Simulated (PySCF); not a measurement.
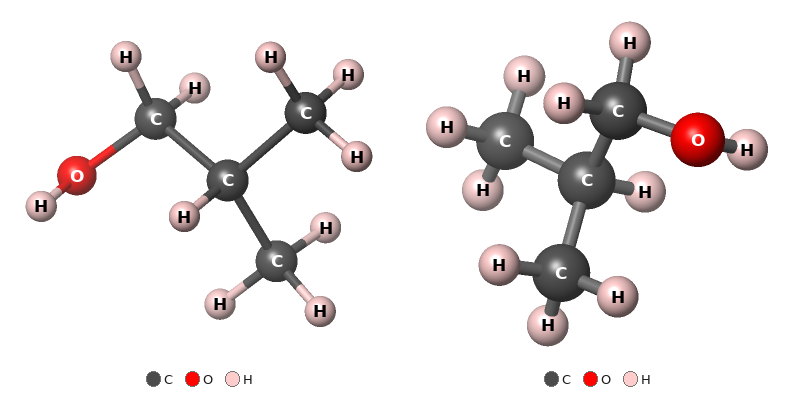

Two views of one molecule.

The geometry was computed by an optimisation with GFN2-xTB. No frequency run is at hand to confirm it as a minimum.

**Give the formula.**

C4H10O, 15 atoms: 4 carbon, 10 hydrogen and 1 oxygen.

**Name functional groups in it.**

Among them: alcohol.

**How many bonds of each kind are drawn?**

9 C–H, 3 C–C, 1 C–O, 1 O–H.

**Write the SMILES.**

CC(C)CO

The parts below concern this one geometry. Atoms keep their numbers from picture to picture.

**Geometry**

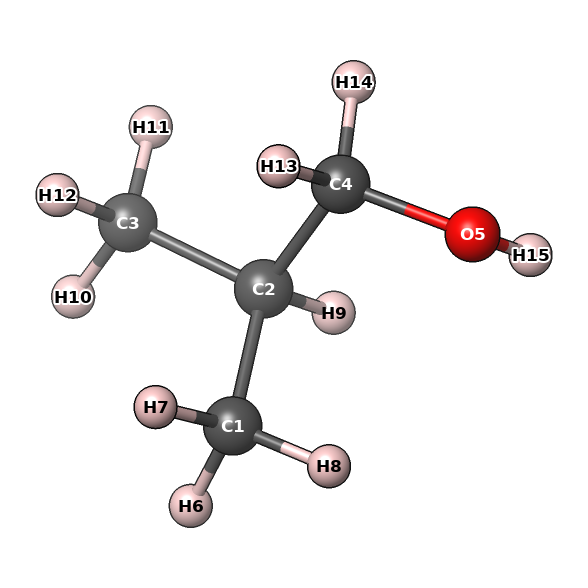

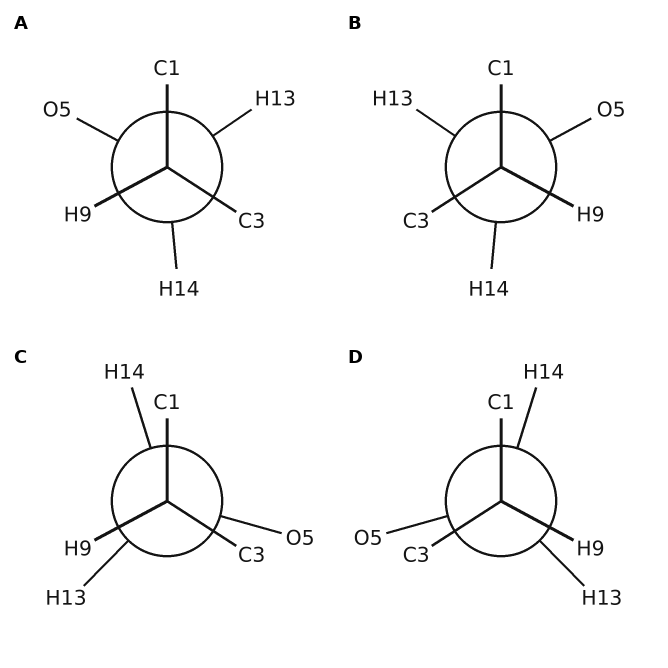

Distant atoms are faded towards the background colour. Bonds that would overlap in a projection are set slightly apart. No frequency run is at hand to confirm it as a minimum.

**Which Newman projection shows the view along C2–C4, with C2 in front?**

B. The torsion angle C1–C2–C4–O5 is 62°, synclinal (gauche).

**Electronic properties**

No frequency run is at hand to confirm it as a minimum. Properties computed with PBE0/pcSseg-1, gas phase (PySCF 2.14.0).

What does the calculation give?

- dipole moment: 1.69 D
- HOMO energy (Kohn–Sham orbital): −7.66 eV
- LUMO energy (Kohn–Sham orbital): 1.32 eV
- HOMO–LUMO gap: 8.98 eV

**Charges**

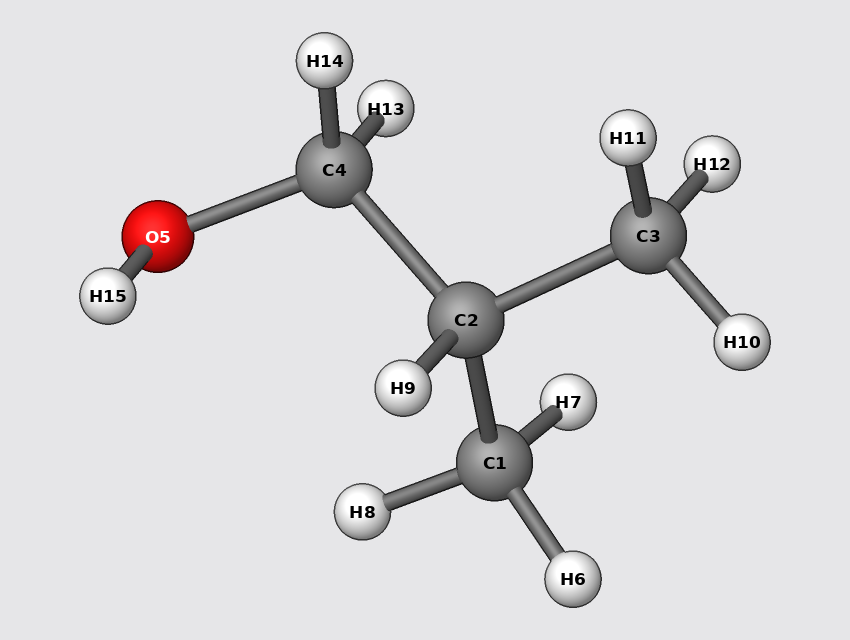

The questions are on IAO charges. No frequency run is at hand to confirm it as a minimum. Level of theory: PBE0/pcSseg-1, gas phase (PySCF 2.14.0).

Give the IAO charges atom by atom.

```json
{"atom": "C1", "value (e)": "−0.42"}
{"atom": "C2", "value (e)": "−0.11"}
{"atom": "C3", "value (e)": "−0.42"}
{"atom": "C4", "value (e)": "−0.05"}
{"atom": "O5", "value (e)": "−0.55"}
{"atom": "H6", "value (e)": "0.14"}
{"atom": "H7", "value (e)": "0.13"}
{"atom": "H8", "value (e)": "0.15"}
{"atom": "H9", "value (e)": "0.12"}
{"atom": "H10", "value (e)": "0.14"}
{"atom": "H11", "value (e)": "0.14"}
{"atom": "H12", "value (e)": "0.14"}
{"atom": "H13", "value (e)": "0.14"}
{"atom": "H14", "value (e)": "0.11"}
{"atom": "H15", "value (e)": "0.34"}
```

**NMR shielding**

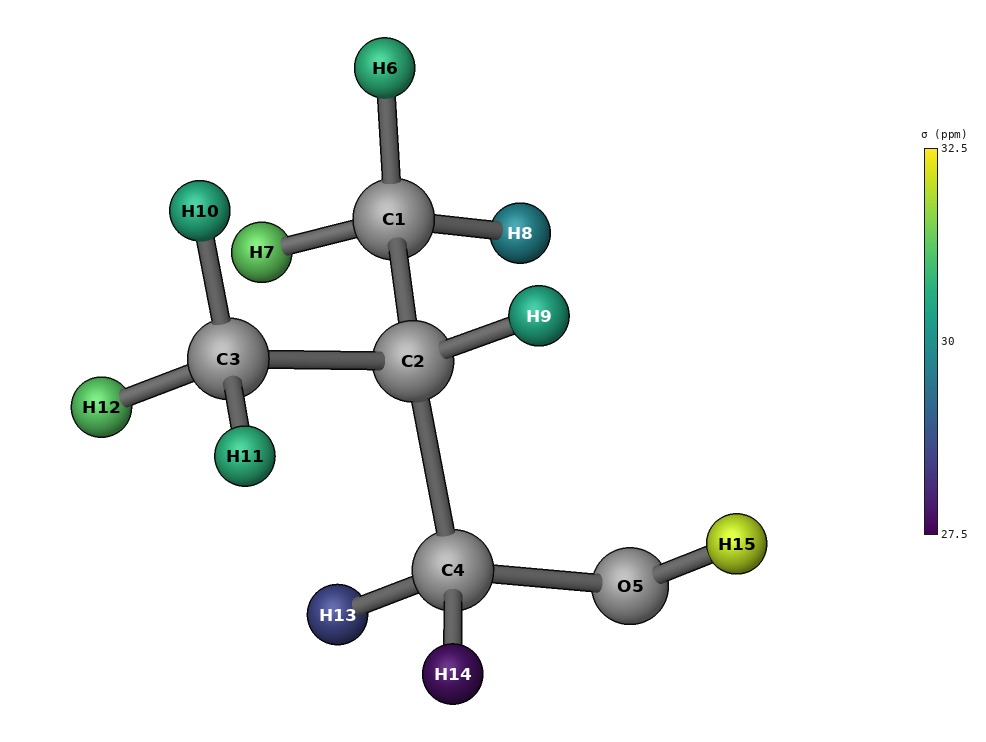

Atoms are coloured by their isotropic NMR shieldings (H only, the others grey). No frequency run is at hand to confirm it as a minimum. Level of theory: GIAO PBE0/pcSseg-1 NMR shielding, non-relativistic, gas phase (PySCF 2.14.0).

Give the isotropic NMR shieldings of the H atoms atom by atom.

```tsv
atom	σ (ppm)
H6	30.76
H7	31.30
H8	29.74
H9	30.52
H10	30.62
H11	30.74
H12	31.23
H13	28.56
H14	27.72
H15	32.00
```
